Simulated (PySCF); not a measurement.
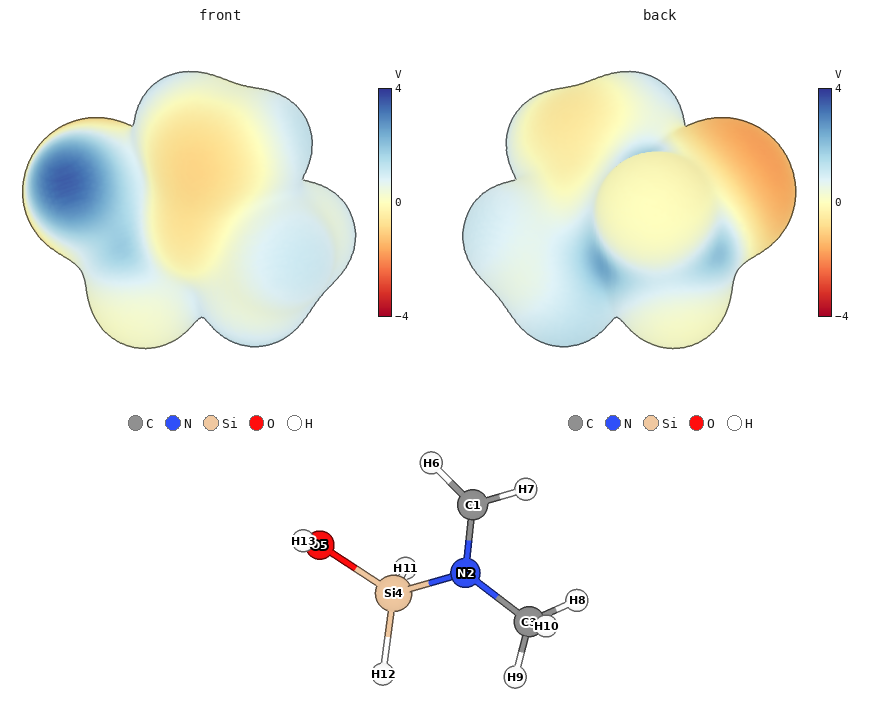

*C$_{2}$H$_{8}$NOSi (SMILES [CH2]N(C)[SiH2]O) (doublet). The electrostatic potential painted on the density surface at 0.004 e/bohr³, seen from the front and from behind; red is negative and blue positive. The bare structure is drawn below in the same view.*

Geometry: GFN2-xTB.

Theory: UKS B3LYP, pcH-1 on C H N O Si, non-relativistic, mean-field spin-orbit, GIAO (PySCF 2.14.0, density-fitted response routines).

```yaml
atoms:
  - { symbol: C, position_ang: [-0.9357, -0.2419, 1.0767] }
  - { symbol: N, position_ang: [-0.2926, 0.1184, -0.0824] }
  - { symbol: C, position_ang: [-1.1080, 0.8200, -1.0418] }
  - { symbol: Si, position_ang: [1.2807, -0.4815, -0.5210] }
  - { symbol: O, position_ang: [2.1360, -0.8100, 0.8155] }
  - { symbol: H, position_ang: [-0.4324, -0.9065, 1.7480] }
  - { symbol: H, position_ang: [-1.9970, -0.1081, 1.1458] }
  - { symbol: H, position_ang: [-1.8605, 0.1569, -1.4798] }
  - { symbol: H, position_ang: [-0.4839, 1.2096, -1.8422] }
  - { symbol: H, position_ang: [-1.6267, 1.6505, -0.5576] }
  - { symbol: H, position_ang: [1.2973, -1.7946, -1.1622] }
  - { symbol: H, position_ang: [1.8594, 0.5899, -1.3315] }
  - { symbol: H, position_ang: [2.1591, -0.2021, 1.5504] }
```

Q: Which sites attract a positive test charge, and which a negative one?

A: A positive charge is drawn to the negative regions and a negative charge to the positive ones. The most negative region (about −1.7 V, or −39 kcal/mol for a unit charge) lies over O5, the most positive (about +3.4 V, or +78 kcal/mol for a unit charge) over H13. O5 is the likeliest acceptor of a hydrogen bond.
